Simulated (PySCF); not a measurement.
## A study: H$_{2}$S, SMILES `S`

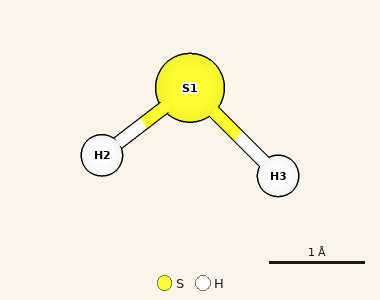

The molecule, with its atoms numbered as below. No frequency check shows the geometry to be a minimum.

Coordinates in Å:

```
S1       0.0000   -0.1021    0.0000
H2       0.9574    0.8165    0.0000
H3      -0.9574    0.8166    0.0000
```

Part 1: Bonding charge

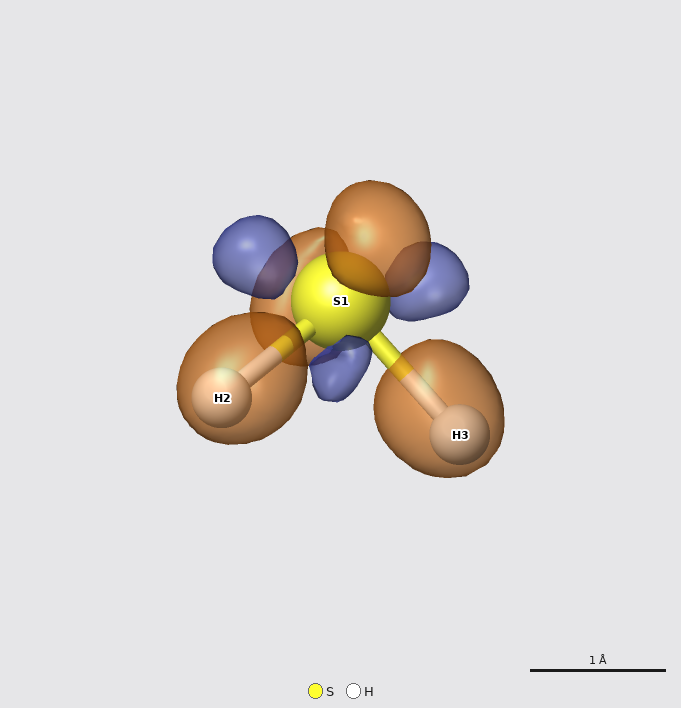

Deformation density (molecule less spherical, spin-averaged free atoms at the same positions), surfaces at ±0.1 e/Å³; orange: gain, blue: loss.

Level of theory: M06-2X/6-31G* (PySCF), at a geometry from GFN2-xTB.

**How much density has each bond gained at its critical point, relative to the free atoms?**

S1–H2 and S1–H3: +0.37 e/Å³ at the bond critical point (bond length 1.33 Å, Mayer order 0.9). In all, 0.6 electrons gather in the regions of gain relative to the promolecule.

**Where do the Hirshfeld charges lie?**

The highest Hirshfeld charge is on H2 and H3 (+0.06 e), the lowest on S1 (−0.12 e).

Part 2: Local ionisation energy

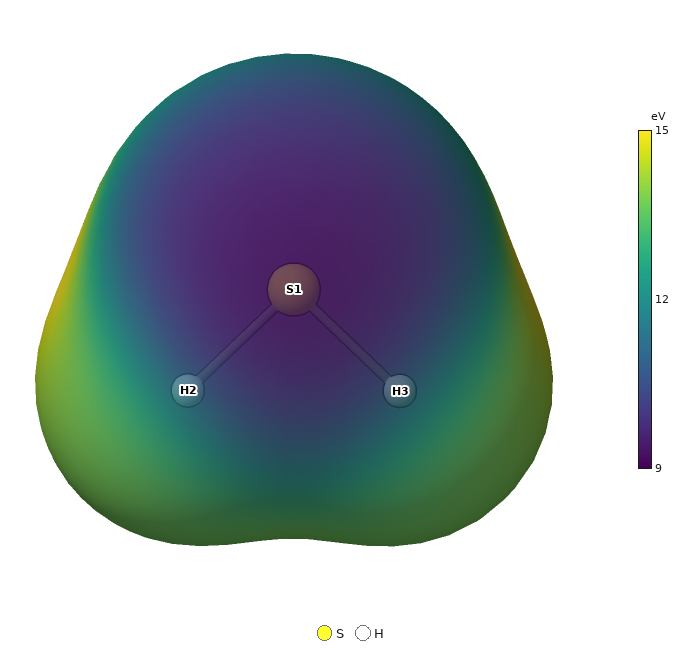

Average local ionisation energy on the surface of electron density 0.001 a.u.

**Locate the minima of the map.**

The lowest value is 9.3 eV, 2.3 Å from S1, and at like points elsewhere. For comparison, the highest occupied orbital lies at −8.6 eV.

**What volume does the surface enclose, and what is the dipole moment?**

About 48 Å³; the dipole moment is 1.5 D.

Part 3: In an electric field

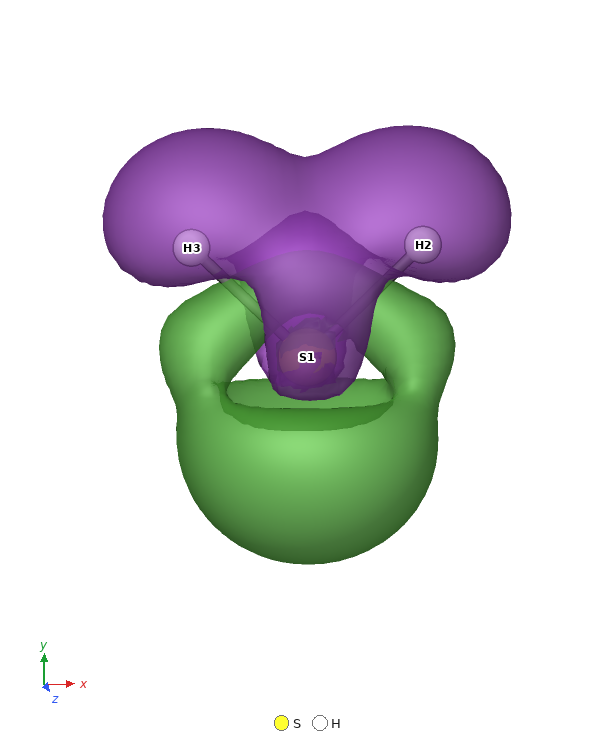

Change of the electron density in a uniform field of 0.26 V/Å, surfaces at ±0.0015 e/Å³ (purple: gain, green: loss).

Method: HF/def2-SVPD; geometry: GFN2-xTB; program: PySCF.

The field was applied in both directions; the picture shows the one opposite to the script's first.

**Along which Cartesian direction does the field point?**

Along −y: electrons gather on the +y side, against the field.

**What dipole is induced, and what polarisability does it imply?**

The induced dipole is 0.29 D (along the field); α along this axis, from the fields in both directions, is 23 bohr³ (3.4 Å³).

Part 4: Localised orbitals

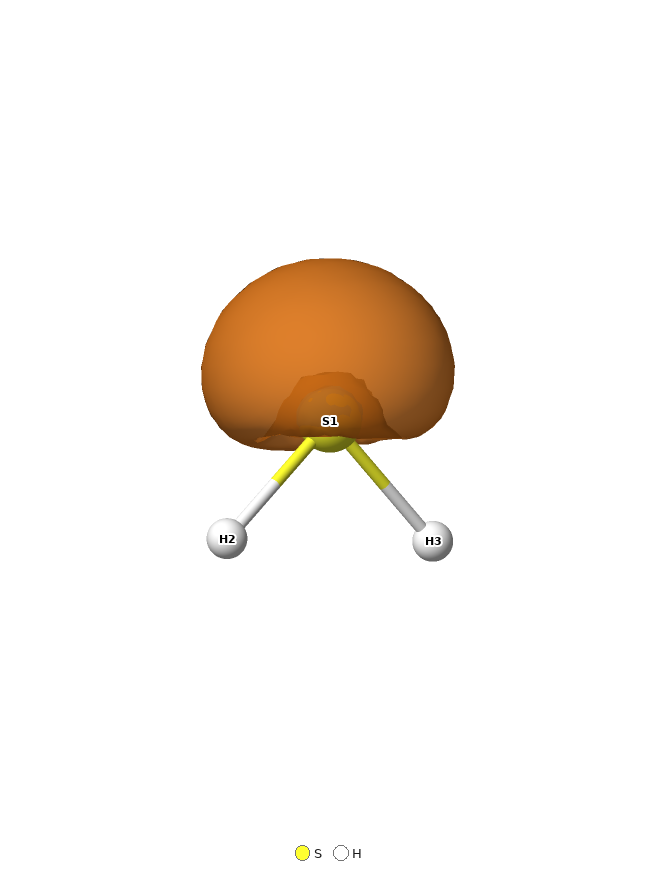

Intrinsic bond orbitals (IBO), occupied; each surface holds about 70 % of the orbital's density. Energies are diagonal elements of the Fock matrix.

Level of theory: r2SCAN/def2-TZVP (PySCF), at a geometry from GFN2-xTB.

**What does this orbital represent?**

Lone pair on S1 (sp0.6-type) (S1 100 %; −12.5 eV).

**How do all the valence pairs divide up?**

4 pairs: 2 σ bonds and 2 lone pairs.
